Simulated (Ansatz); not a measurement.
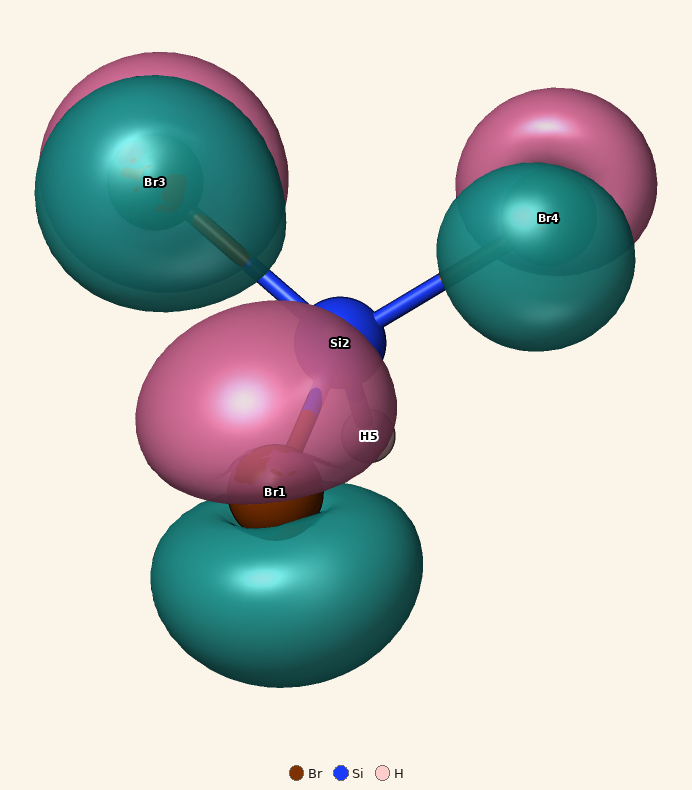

The picture shows: Br3HSi. The HOMO−1 at ±0.1 Å⁻³ᐟ² (teal and pink are the two phases), seen at a tilt.

Geometry: PBE0-D4/def2-TZVP.

These are results of RKS PBE0-D4/def2-TZVPP (Ansatz), not measurements.

```xyz
5

Br    1.1707   -1.2203    1.3545
Si   -0.0859    0.0435    0.0672
Br    1.1385    1.6111   -0.8691
Br   -1.0446   -1.1852   -1.4834
H    -1.1290    0.6773    0.8894
```

**What is the character of this orbital?**

It lies mainly on Br1 (about 50 %), Br3 (about 30 %) and Br4 (about 15 %); largely a combination of lone pairs on Br1, Br3 and Br4. It is one of a degenerate set, so its orientation is arbitrary. Its energy is −8.94 eV.
